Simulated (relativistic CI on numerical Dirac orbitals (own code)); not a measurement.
```
atom Co  Z=27  charge=8  electrons=19
nucleus A=59  rms_radius_fm=3.7875
hamiltonian dirac-coulomb  breit=on  qed=on  c_scale=1
orbitals kli  potential=per-configuration
slater_scale 0.9
correlation none
mixing on
configurations
  [Ar] 3d
  [He] 2s 2p6 3s2 3p6 3d 4p
end
```

Method of calculation: relativistic configuration interaction, KLI exchange-only orbitals, Breit term, model QED, valence Slater integrals scaled by 0.9.

Levels without a good LS label are named by their open jj subshells in square brackets.

The plot shows electric dipole lines from levels with an inner-shell vacancy (weighted rates gA):

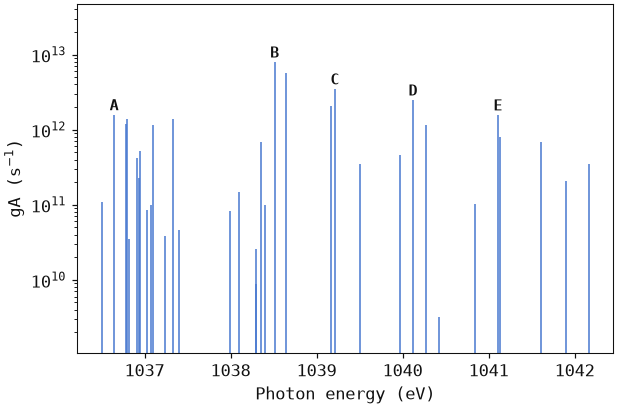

The lettered lines are A: 2s 3d 4p [2s 3d₃/₂ 4p₁/₂] J = 5/2 → 2s² 3d ²D₅/₂, 1037 eV, gA = 1.6×10¹² s⁻¹; B: 2s 3d 4p ²F°₇/₂ → 2s² 3d ²D₅/₂, 1039 eV, gA = 7.9×10¹² s⁻¹; C: 2s 3d 4p ²P°₃/₂ → 2s² 3d ²D₅/₂, 1039 eV, gA = 3.5×10¹² s⁻¹; D: 2s 3d 4p ²D°₅/₂ → 2s² 3d ²D₅/₂, 1040 eV, gA = 2.5×10¹² s⁻¹; E: 2s 3d 4p ²F°₇/₂ → 2s² 3d ²D₅/₂, 1041 eV, gA = 1.6×10¹² s⁻¹. The strongest, B, lies in the soft X-ray region.

Note: configurations can be misplaced by up to about 7 % of their energy; Auger decay is left out.
